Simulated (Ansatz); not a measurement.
Three curves of one kind of scan: energy against volume (even scaling of the relaxed cell, symmetry kept). Method: PBE (plane waves to 420 eV, PAW, scalar-relativistic; Ansatz, a program for electronic structure). Each is measured from its own zero (the relaxed starting cell). 

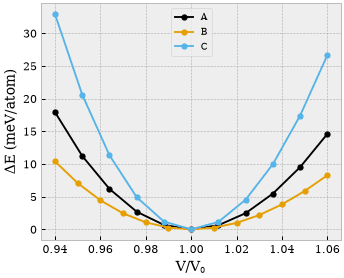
Figure. Curves A, B and C.

Question: Which curve belongs to the crystal with a fitted bulk modulus of 236 GPa and a relaxed volume of 11.16 Å³/atom?

Answer: Curve C, ZrO2 (fluorite): near the minimum ΔE ≈ ½·B₀·V₀·(V/V₀ − 1)², with B₀·V₀ = 16 eV/atom.

All were relaxed with their symmetry unable to fall. Spin-orbit coupling is left out. The PAW data are Ansatz's earlier set. This is a high-temperature form of CsPbCl3. This is a high-temperature form of ZrO2. ZrO2 is run without spin polarisation.

(A scan under strain: stresses follow from slopes of the energy per volume, elastic moduli from its curvatures.)
